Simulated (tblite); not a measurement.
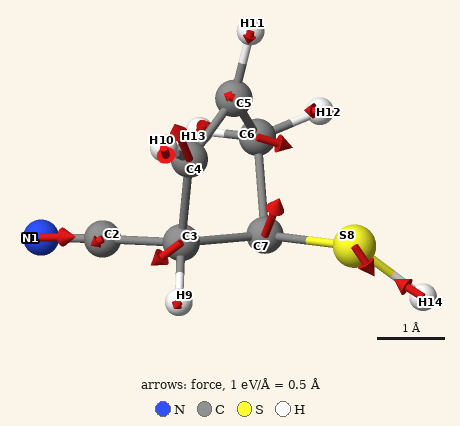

Starting geometry of C₆H₆NS (multiplicity 2) with the computed forces as red arrows. A ball-and-stick model, seen face on.

Level of theory: GFN2-xTB geometry optimisation, gas phase (tblite). 

What follows when this structure is relaxed?

Answer. It isn't relaxed: the largest force vector, on C4, is 1.73 eV/Å. The final displacements have little in common with the starting forces (cosine between the two patterns 0.25). The energy falls by 130.6 kJ/mol in 93 geometry steps. S8 moves most after the best rigid fit: 2.01 Å. By element the largest moves are S 2.01 Å, H 1.55 Å, N 0.97 Å, C 0.73 Å. Near-neighbour distances that change, for instance: C7–S8 1.839 → 1.728 Å, S8–H14 1.389 → 1.336 Å, C6–C7 1.534 → 1.493 Å, C4–H10 1.106 → 1.075 Å. Among the angles between lasting bonds that change: C3–C7–S8 103.7° → 121.8°, C6–C7–S8 108.3° → 124.9°, C7–S8–H14 110.7° → 95.5°. The run took 0.65 s on 1 thread of Arm Neoverse V1, with other jobs on the host.
